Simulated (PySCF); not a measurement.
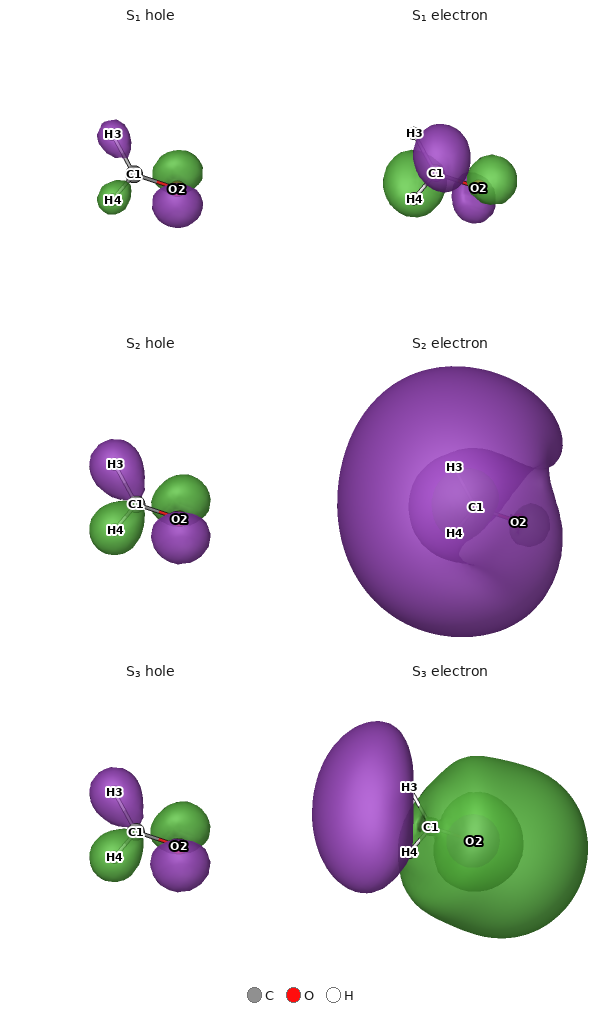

Figure. CH2O, SMILES `C=O`. Leading natural transition orbitals (TDA singlet states).

Method: M06-2X/def2-SVPD; geometry: GFN2-xTB; program: PySCF. No frequency check shows the geometry to be a minimum.

Describe these excited states.

By state:
- S₁: 3.84 eV (323 nm), f = 0.000 (dark), n → π*; the leading pair carries 100 %; hole on O2 (65 %), C1 (16 %) and H3 and H4 (10 % each), electron on C1 (50 %), O2 (36 %) and H3 and H4 (7 % each); their centroids lie 0.4 Å apart.
- S₂: 7.72 eV (161 nm), f = 0.031, n → diffuse (Rydberg-like) orbital; the leading pair carries 100 %; hole on O2 (57 %), C1 (19 %) and H3 and H4 (12 % each), electron on H3 and H4 (29 % each), C1 (25 %) and O2 (17 %) (atom shares of so diffuse an orbital are rough); their centroids lie 1.1 Å apart.
- S₃: 9.15 eV (136 nm), f = 0.062, n → diffuse (Rydberg-like) orbital; the leading pair carries 99 %; hole on O2 (59 %), C1 (18 %) and H3 and H4 (11 % each), electron on O2 (45 %), C1 (21 %) and H3 and H4 (17 % each) (atom shares of so diffuse an orbital are rough); their centroids lie 0.1 Å apart; S₄ lies within 0.1 eV of it.

The PySCF run took 110 s on 1 thread of Arm Neoverse V2 (shared host), peak memory 0.35 GiB.
